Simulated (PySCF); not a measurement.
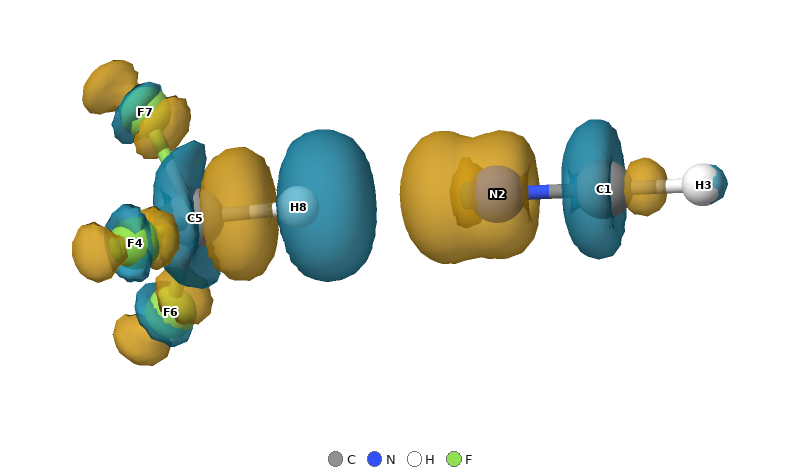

Figure. C₂H₂F₃N, SMILES `C#N.FC(F)F`. Density of the complex less the densities of the two fragments at the same geometry, ±0.006 e/Å³ (yellow: gain, teal: loss). Fragment A: HCN (atoms 1–3); fragment B: HCF3.

Computed with PySCF, HF/aug-cc-pVDZ, geometry: GFN2-xTB.

Cartesian coordinates (Å):

```
C1       3.4799   -0.0006   -0.0005
N2       2.3425    0.0055    0.0286
H3       4.5372   -0.0064   -0.0274
F4      -1.3477   -1.2262   -0.2275
C5      -0.8847    0.0008    0.0057
F6      -1.3347    0.8004   -0.9599
F7      -1.3981    0.4216    1.1604
H8       0.2178    0.0059    0.0390
```

> How is the density rearranged on binding?

Hirshfeld charges show 0.014 e passing from A to B. By Hirshfeld charges, electrons gather most on N2 (−0.017 e) and leave C1 most (+0.023 e); 0.09 e is displaced in all, which induces a dipole of 0.75 D.

> What is the interaction energy, and which contacts carry it?

The counterpoise-corrected interaction energy of the frozen fragments is −1.4 kcal/mol without dispersion correction and −3.1 kcal/mol with D3(BJ). The pair geometry is semi-empirical, not a minimum at this level. Contacts: N2···H8, weak C–H hydrogen bond, 2.12 Å, ρ = 0.019 a.u. The pose is a local one from a semi-empirical search, not shown to be the most stable.

Cost of the run: 2.6 s on 1 thread of Intel(R) Xeon(R) 6975P-C (Granite Rapids), on a shared host, peak memory 0.29 GiB.
